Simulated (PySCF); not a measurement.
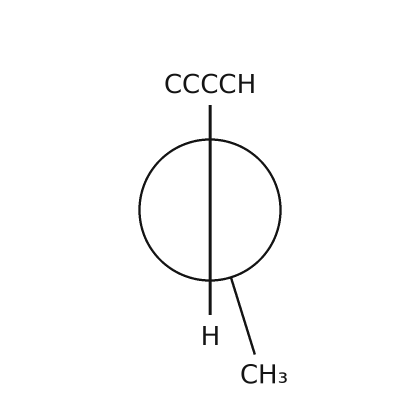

A Newman projection along the B–O bond, boron in front; angles are drawn as computed, but eclipsed bonds slightly apart. Computed geometry: PBE0-D3(BJ)/def2-SVP optimisation. No frequency run is at hand to confirm it as a minimum.

Which molecule is it?

Answer. C5H5BO, C#CC#CBOC

What is the torsion angle from the front CCCCH to the back CH3? The sign is positive where the front bond must turn clockwise to cover the back bond.

Answer. 179°, antiperiplanar (anti).
